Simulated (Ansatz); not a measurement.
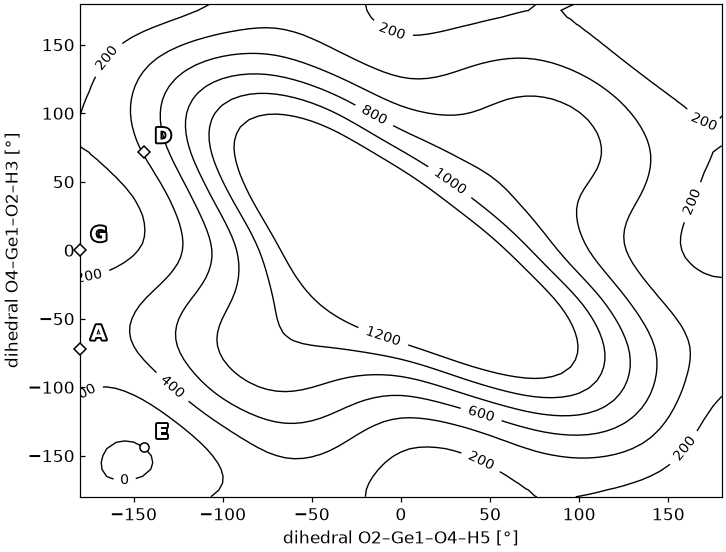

Ge(OH)2Cl2. The first coordinate is: dihedral O2–Ge1–O4–H5; the second: dihedral O4–Ge1–O2–H3. Nothing is relaxed (all other coordinates rigid). The scan uses a 10 × 10 grid; 55 points were computed and 45 follow by symmetry. Points are written as (first, second). All energies are given in cm⁻¹ relative to the lowest grid point. The calculation used RKS PBE0-D4/def2-SVP (Ansatz 0.2.0).

The picture shows contour lines labelled in cm⁻¹ (none above 1200), lettered points. Between grid points the surface is interpolated.

Question: Is D the lowest point of the computed grid?

Answer: No. D lies 415 cm⁻¹ above the lowest grid point, which is at (−144°, −144°).

Question: What kind of point is each of A, D, E: minimum, saddle, maximum or slope?

Answer: A: saddle point; D: on a slope; E: minimum. (In these two coordinates alone; a stationary point may lie a little off the grid point.)
